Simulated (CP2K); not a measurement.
# GaH2OF (SMILES [OH][GaH][F]) at SCS-MP2/x2c-SVPall (DKH2, lebedev grid 302, ngrids 4, radial grid 100)

What is the energy difference between two shapes of GaH2OF at SCS-MP2/x2c-SVPall (DKH2, lebedev grid 302, ngrids 4, radial grid 100)? 

Program for the calculation: CP2K 2026.2.

3 further runs of the same task are left out: 3 set aside as unsound or not needed.

### 1 The molecule

GaH2OF has 5 atoms, charge 0, and is taken as a singlet. SMILES: `[OH][GaH][F]`. The shape is that of a PBE0-D4/def2-TZVP optimisation. This is one conformer, not always the lowest.

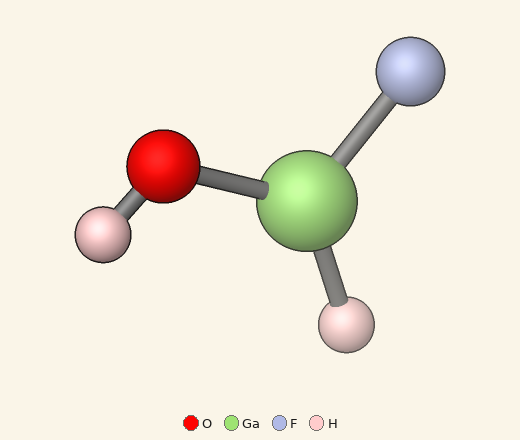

The structure, seen from a chosen angle (oxygen red, gallium green, fluorine light blue, hydrogen pink).

### 2 The energy at SCS-MP2/x2c-SVPall (DKH2, lebedev grid 302, ngrids 4, radial grid 100)

File molecule.xyz:

```xyz
5

O     -1.130400    -0.588700    -0.283800
Ga     0.383700     0.280500     0.015600
F      0.438300     1.777800    -0.881200
H     -1.210600    -1.420700     0.187200
H      1.569000    -0.122600     0.920900
```

File gas.inp:

```
&GLOBAL
 PROJECT gas
 RUN_TYPE ENERGY
 PRINT_LEVEL MEDIUM
&END GLOBAL
&FORCE_EVAL
 METHOD QUICKSTEP
 &DFT
  BASIS_SET_FILE_NAME ./x2c_svpall.basis
  POTENTIAL_FILE_NAME POTENTIAL
  &QS
   METHOD GAPW
   EPS_DEFAULT 1.0E-10
  &END QS
  &MGRID
   CUTOFF 320
   REL_CUTOFF 50
   NGRIDS 4
  &END MGRID
  &POISSON
   PERIODIC NONE
   POISSON_SOLVER ANALYTIC
  &END POISSON
  &SCF
   SCF_GUESS ATOMIC
   EPS_SCF 1.0E-06
   MAX_SCF 80
   ADDED_MOS 10
   &DIAGONALIZATION
    ALGORITHM STANDARD
   &END DIAGONALIZATION
   &MIXING
    METHOD DIRECT_P_MIXING
    ALPHA 0.4
   &END MIXING
  &END SCF
  &XC
   &XC_FUNCTIONAL NONE
   &END XC_FUNCTIONAL
   ! exact exchange
   &HF
    FRACTION 1
    &SCREENING
     EPS_SCHWARZ 1.0E-09
    &END SCREENING
    &MEMORY
     MAX_MEMORY 1050
    &END MEMORY
   &END HF
   &WF_CORRELATION
    &MP2
     METHOD DIRECT_CANONICAL
    &END MP2
    SCALE_S 1.2
    SCALE_T 0.333333
    MEMORY 900
   &END WF_CORRELATION
  &END XC
  &RELATIVISTIC
   METHOD DKH
   DKH_ORDER 2
   TRANSFORMATION ATOM
   POTENTIAL FULL
  &END RELATIVISTIC
  &PRINT
   &MOMENTS
    PERIODIC F
    REFERENCE COM
    MAX_MOMENT 1
   &END MOMENTS
   &MO ON
    ENERGIES T
    OCCUPATION_NUMBERS T
    NDIGITS 6
    &EACH
     QS_SCF 0
    &END EACH
    ADD_LAST NUMERIC
   &END MO
   &HIRSHFELD OFF
   &END HIRSHFELD
  &END PRINT
 &END DFT
 &SUBSYS
  &CELL
   ABC 12 12.4 11
   PERIODIC NONE
  &END CELL
  &TOPOLOGY
   COORD_FILE_NAME molecule.xyz
   COORD_FILE_FORMAT XYZ
   &CENTER_COORDINATES
   &END CENTER_COORDINATES
  &END TOPOLOGY
  &KIND O
   BASIS_SET x2c-SVPall
   POTENTIAL ALL
   LEBEDEV_GRID 302
   RADIAL_GRID 100
  &END KIND
  &KIND Ga
   BASIS_SET x2c-SVPall
   POTENTIAL ALL
   LEBEDEV_GRID 302
   RADIAL_GRID 100
  &END KIND
  &KIND F
   BASIS_SET x2c-SVPall
   POTENTIAL ALL
   LEBEDEV_GRID 302
   RADIAL_GRID 100
  &END KIND
  &KIND H
   BASIS_SET x2c-SVPall
   POTENTIAL ALL
   LEBEDEV_GRID 302
   RADIAL_GRID 100
  &END KIND
 &END SUBSYS
&END FORCE_EVAL
```

Run with:

```console
$ OMP_NUM_THREADS=1 cp2k.psmp -i gas.inp > gas.out 2>&1
```

What it wrote:

```text
CP2K| version string:                                       CP2K version 2026.2
[...]
 GLOBAL| Method name                                                        CP2K
[...]
 GLOBAL| Run type                                                         ENERGY
[...]
 DFT| Spin restricted Kohn-Sham (RKS) calculation                            RKS
 DFT| Multiplicity                                                             1
[...]
 DFT| Charge                                                                   0
[...]
 QS| Method:                                                                GAPW
[...]
 QS| Density cutoff [a.u.]:                                                160.0
[...]
 QS| Relative density cutoff [a.u.]:                                        25.0
[...]
                             - Atoms:                                          5
[...]
                             - Spherical basis functions:                     70
[...]
 Number of electrons:                                                         50
[...]
     1 P_Mix/Diag. 0.40E+00   21.1     0.66792696     -2125.9162888168 -2.13E+03
[...]
    15 DIIS/Diag.  0.18E-05    0.6     0.00000050     -2126.0379875857 -1.77E-11
  *** SCF run converged in    15 steps ***
[...]
  Overlap energy of the core charge distribution:               0.00000056660171
  Self energy of the core charge distribution:               -733.54567190121566
  Core Hamiltonian energy:                                  -1529.13236708456338
  Hartree energy:                                             140.30701266296481
  Exchange-correlation energy:                                  0.00000000000000
  Hartree-Fock Exchange energy:                               -93.74142575978745
[...]
                     Mulliken Population Analysis
 #  Atom  Element  Kind  Atomic population                           Net charge
       1     O        1          8.599208                             -0.599208
       2     Ga       2         29.885726                              1.114274
       3     F        3          9.562822                             -0.562822
       4     H        4          0.800182                              0.199818
       5     H        4          1.152061                             -0.152061
 # Total charge                             50.000000                 -0.000000
[...]
  Dipole moment [Debye]
    X=  0.1188207E+01 Y= -0.2805773E+01 Z=  0.2394706E+01  Total=      3.8754117
[...]
 ENERGY| Total FORCE_EVAL ( QS ) energy [hartree]          -2126.648388688139221
[...]
```

Wall time 47 s (1 thread of Arm Neoverse V1, shared host); peak memory 0.76 GiB.

### 3 The distorted shape, same level

File molecule.xyz:

```xyz
5

O     -1.072995    -0.594861    -0.289012
Ga     0.402494     0.292333     0.094066
F      0.454978     1.777580    -0.865709
H     -1.150822    -1.495536     0.234169
H      1.544563    -0.140595     0.863570
```

File mol.inp:

```
&GLOBAL
 PROJECT_NAME mol
 RUN_TYPE ENERGY
 PRINT_LEVEL MEDIUM
&END GLOBAL

&FORCE_EVAL
 METHOD QUICKSTEP
 &DFT
  BASIS_SET_FILE_NAME ./x2c_svpall.basis
  POTENTIAL_FILE_NAME POTENTIAL
  CHARGE 0
  MULTIPLICITY 1
  ! Quickstep
  &QS
   METHOD GAPW
   EPS_DEFAULT 1.0E-10
  &END QS
  ! plane-wave cutoff in Ry
  &MGRID
   CUTOFF 320
   REL_CUTOFF 50
   NGRIDS 4
  &END MGRID
  &POISSON
   PERIODIC NONE
   POISSON_SOLVER ANALYTIC
  &END POISSON
  ! SCF settings
  &SCF
   SCF_GUESS ATOMIC
   EPS_SCF 1.0E-06
   MAX_SCF 80
   ADDED_MOS 10
   &DIAGONALIZATION
    ALGORITHM STANDARD
   &END DIAGONALIZATION
   &MIXING
    METHOD DIRECT_P_MIXING
    ALPHA 0.4
   &END MIXING
  &END SCF
  &XC
   &XC_FUNCTIONAL NONE
   &END XC_FUNCTIONAL
   &HF
    FRACTION 1
    &SCREENING
     EPS_SCHWARZ 1.0E-09
     SCREEN_ON_INITIAL_P F
    &END SCREENING
    &INTERACTION_POTENTIAL
     POTENTIAL_TYPE COULOMB
    &END INTERACTION_POTENTIAL
    &MEMORY
     MAX_MEMORY 1050
    &END MEMORY
   &END HF
   ! correlation from orbitals
   &WF_CORRELATION
    &MP2
     METHOD DIRECT_CANONICAL
    &END MP2
    SCALE_S 1.2
    SCALE_T 0.333333
    MEMORY 900
   &END WF_CORRELATION
  &END XC
  &RELATIVISTIC
   METHOD DKH
   DKH_ORDER 2
   TRANSFORMATION ATOM
   POTENTIAL FULL
  &END RELATIVISTIC
  &PRINT
   &MOMENTS
    PERIODIC F
    REFERENCE COM
    MAX_MOMENT 1
   &END MOMENTS
   &MO ON
    ENERGIES T
    OCCUPATION_NUMBERS T
    NDIGITS 6
    &EACH
     QS_SCF 0
    &END EACH
    ADD_LAST NUMERIC
   &END MO
   &HIRSHFELD OFF
   &END HIRSHFELD
  &END PRINT
 &END DFT
 ! atoms, cell and kinds
 &SUBSYS
  ! vacuum box
  &CELL
   ABC [angstrom] 11.9 12.5 10.9
   PERIODIC NONE
  &END CELL
  &TOPOLOGY
   COORD_FILE_NAME molecule.xyz
   COORD_FILE_FORMAT XYZ
   &CENTER_COORDINATES
   &END CENTER_COORDINATES
  &END TOPOLOGY
  &KIND O
   BASIS_SET x2c-SVPall
   POTENTIAL ALL
   LEBEDEV_GRID 302
   RADIAL_GRID 100
  &END KIND
  &KIND Ga
   BASIS_SET x2c-SVPall
   POTENTIAL ALL
   LEBEDEV_GRID 302
   RADIAL_GRID 100
  &END KIND
  &KIND F
   BASIS_SET x2c-SVPall
   POTENTIAL ALL
   LEBEDEV_GRID 302
   RADIAL_GRID 100
  &END KIND
  &KIND H
   BASIS_SET x2c-SVPall
   POTENTIAL ALL
   LEBEDEV_GRID 302
   RADIAL_GRID 100
  &END KIND
 &END SUBSYS
&END FORCE_EVAL
```

Run with:

```console
$ OMP_NUM_THREADS=1 cp2k.psmp -i mol.inp -o mol.out
```

What it wrote:

```text
CP2K| version string:                                       CP2K version 2026.2
[...]
 GLOBAL| Method name                                                        CP2K
[...]
 GLOBAL| Run type                                                         ENERGY
[...]
 DFT| Spin restricted Kohn-Sham (RKS) calculation                            RKS
 DFT| Multiplicity                                                             1
[...]
 DFT| Charge                                                                   0
[...]
 QS| Method:                                                                GAPW
[...]
 QS| Density cutoff [a.u.]:                                                160.0
[...]
 QS| Relative density cutoff [a.u.]:                                        25.0
[...]
                             - Atoms:                                          5
[...]
                             - Spherical basis functions:                     70
[...]
 Number of electrons:                                                         50
[...]
     1 P_Mix/Diag. 0.40E+00   21.4     0.66676544     -2125.8855800704 -2.13E+03
[...]
    15 DIIS/Diag.  0.18E-05    0.6     0.00000059     -2126.0255047004 -1.59E-11
  *** SCF run converged in    15 steps ***
[...]
  Overlap energy of the core charge distribution:               0.00000302673864
  Self energy of the core charge distribution:               -733.54567190121566
  Core Hamiltonian energy:                                  -1529.21653129256742
  Hartree energy:                                             140.41712860048347
  Exchange-correlation energy:                                  0.00000000000000
  Hartree-Fock Exchange energy:                               -93.71570102642623
[...]
                     Mulliken Population Analysis
 #  Atom  Element  Kind  Atomic population                           Net charge
       1     O        1          8.630296                             -0.630296
       2     Ga       2         29.871650                              1.128350
       3     F        3          9.569198                             -0.569198
       4     H        4          0.770394                              0.229606
       5     H        4          1.158462                             -0.158462
 # Total charge                             50.000000                 -0.000000
[...]
  Dipole moment [Debye]
    X=  0.1178830E+01 Y= -0.2794689E+01 Z=  0.3016191E+01  Total=      4.2775385
[...]
 ENERGY| Total FORCE_EVAL ( QS ) energy [hartree]          -2126.640304707109408
[...]
```

Run time: 48 s. Hardware: 1 thread of Arm Neoverse V1, shared host; peak memory 0.76 GiB.

### 4 Results

Level: SCS-MP2/x2c-SVPall (DKH2, lebedev grid 302, ngrids 4, radial grid 100).

| quantity | value |
| --- | --- |
| first shape: total energy | -2126.64839 Eh |
| first shape: dipole moment (of the density that the program reports) | 3.88 D |
| first shape: HOMO energy (Hartree–Fock orbitals) | -13.15 eV |
| first shape: LUMO energy (Hartree–Fock orbitals) | 1.90 eV |
| first shape: HOMO–LUMO gap (Hartree–Fock orbitals) | 15.05 eV |
| first shape: correlation energy | -610.4 mEh |
| distorted shape: total energy | -2126.64030 Eh |
| distorted shape: dipole moment (of the density that the program reports) | 4.28 D |
| distorted shape: HOMO energy (Hartree–Fock orbitals) | -13.35 eV |
| distorted shape: LUMO energy (Hartree–Fock orbitals) | 1.75 eV |
| distorted shape: HOMO–LUMO gap (Hartree–Fock orbitals) | 15.10 eV |
| distorted shape: correlation energy | -614.8 mEh |
| energy change with the atoms displaced | 0.220 eV |

With the atoms displaced the energy rises by 0.22 eV (21.2 kJ/mol). The first shape isn't relaxed at this level, so the change isn't measured from a minimum.
